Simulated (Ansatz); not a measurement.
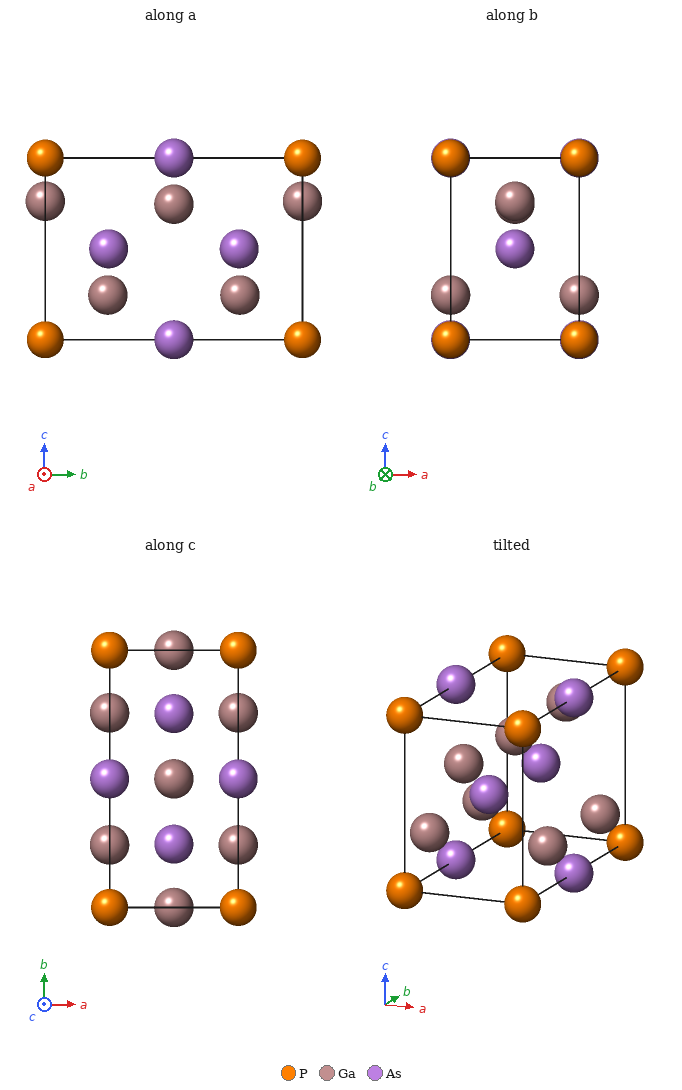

A spheres-only rendering, viewed along the a axis, along the b axis, along the c axis and slightly off an axis. One conventional unit cell is framed, with atoms on its boundary repeated.

Lattice parameters: a = 3.970 Å, b = 7.938 Å, c = 5.607 Å, α = 90.00°, β = 90.00°, γ = 90.00°.

Set out the cell and atoms as a table of Wyckoff sites, with free fractional coordinates to two decimals.

Answer. Space group Pmm2 (No. 25).
| atom | site | x | y | z |
| --- | --- | --- | --- | --- |
| P | 1a | 0.00 | 0.00 | 0.00 |
| Ga | 1c | 0.50 | 0.00 | 0.76 |
| As | 2h | 0.50 | 0.75 | 0.50 |
| Ga | 2g | 0.00 | 0.76 | 0.25 |
| As | 1b | 0.00 | 0.50 | 0.00 |
| Ga | 1d | 0.50 | 0.50 | 0.75 |

The structure comes from a structure type filled with these elements by a generator (whether the compound takes this form wasn't checked). Relaxation method: DFT, r2SCAN, plane waves, PAW in Ansatz.
